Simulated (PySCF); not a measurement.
# C$_{4}$H$_{8}$OPSi (SMILES O=CC/C=C/[SiH]P) (doublet): what the fields show

Input file:

```
{"job": {"kind": "epr", "basis": "pcH-1"}, "charge": 0, "multiplicity": 2}
O     -3.538025    -1.149106     0.162673
C     -2.625138    -0.398810     0.359758
C     -1.898976     0.391197    -0.692325
C     -0.409269     0.316813    -0.543049
C      0.251791    -0.730136    -0.045511
Si     2.101308    -0.744358     0.190197
P      3.055626     0.956756    -0.895462
H     -2.241479    -0.216941     1.384019
H     -2.220890     1.432747    -0.590340
H     -2.206377     0.045771    -1.684574
H      0.144840     1.176312    -0.904294
H     -0.314310    -1.584413     0.303954
H      2.671621    -2.038831    -0.208019
H      4.339560     0.657154    -0.476334
H      2.885305     1.893834     0.111739
```

Command:

```sh
OMP_NUM_THREADS=1 python probes_run.py task.json out
```

Geometry: GFN2-xTB.

Computed with UKS B3LYP, pcH-1 on C H O P Si, non-relativistic, mean-field spin-orbit, GIAO (PySCF).

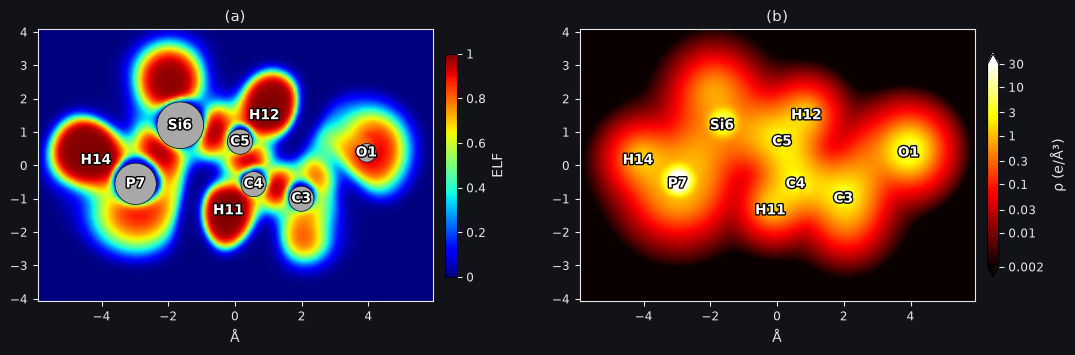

Figure 1. (a) ELF; (b) electron density on the plane of atoms C5, C4 and H11. Grey discs cover the atomic cores in the ELF map.

**Describe what can be read from this map.**

The plane passes through O, C, Si, P and H nuclei.
C–C (1.33 Å): ρ is about 2 e/Å³ halfway; the ELF peaks at about 0.95 between the atoms; a short, multiple covalent bond.
C–Si (1.86 Å): ρ at the midpoint is about 0.88 e/Å³; the ELF peaks at about 0.95 between the atoms; localised, covalent bonding.
Si–P (2.23 Å): the density is about 0.75 e/Å³ at the midpoint; the ELF peaks at about 0.95 between the atoms: a shared electron pair.
C–H (1.08 Å): ρ is about 1.7 e/Å³ halfway; the ELF climbs to about 1 towards the hydrogen, as it does in any bond to H: an ordinary covalent bond to hydrogen.
C–C (1.50 Å): ρ is about 1.4 e/Å³ halfway; the ELF peaks at about 0.95 between the atoms; a shared electron pair.

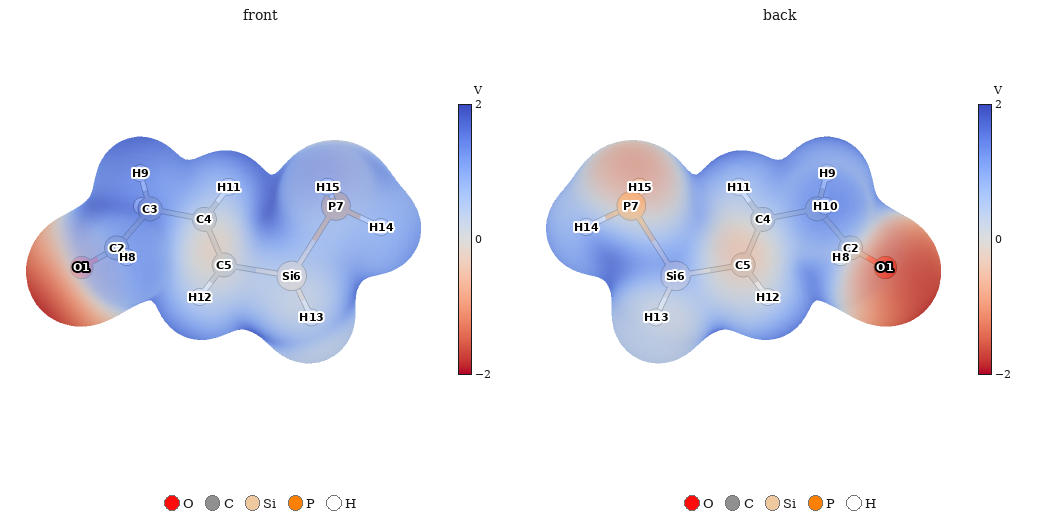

Figure 2. The molecular electrostatic potential painted on the density surface at 0.004 e/bohr³, seen from the front and from behind; the colour scale runs from red (negative) to blue (positive).

**Where is the surface potential most negative and most positive?**

The most negative region (about −1.7 V) lies over O1, the most positive (about +1.7 V) over C2, Si6, P7 and H11. O1 is the likeliest acceptor of a hydrogen bond.
